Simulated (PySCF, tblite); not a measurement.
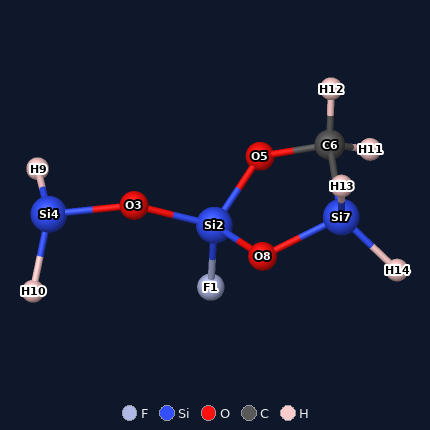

First-order isotropic EPR spectrum (fast tumbling, first derivative) of CH₆FO₃Si₃, SMILES F[Si@]1(O[SiH2])OC[SiH2]O1, doublet at 9.50 GHz, Lorentzian lines of 0.16 mT full width at half height, from computed g and hyperfine couplings (B3LYP/pcH-1 with PySCF, at a GFN2-xTB geometry (a minimum by its frequencies), gas phase); values of one conformer, averaged over methyl-type rotors alone; other conformers aren't averaged in; no vibrational averaging; dilute isotopes left out. The SMILES is one Lewis form and needn't show where the spin sits.

Q: Give g and the hyperfine couplings.

A: g_iso = 2.0025, which centres the spectrum at 338.9 mT; it spans 6.6 mT.

```
nuclei  isotope  a (mT)  a (MHz)
   H10       ¹H    3.29     92.2
    H9       ¹H    3.26     91.5
    F1      ¹⁹F   −0.04     −1.3
```

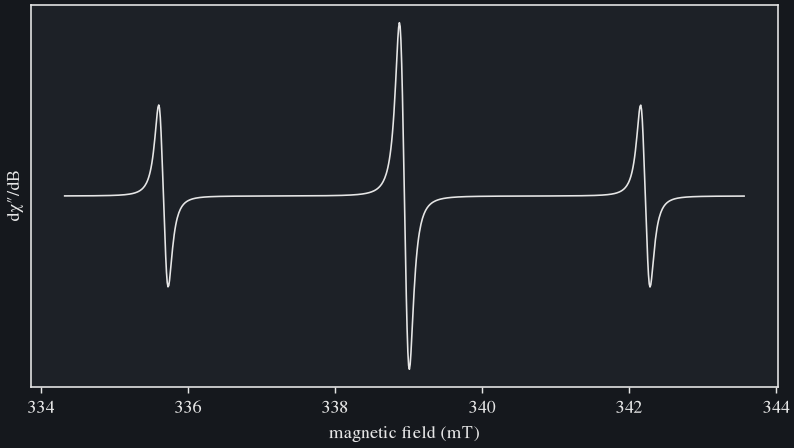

Note: the tight-binding geometry is rougher than a DFT one and adds to the error.
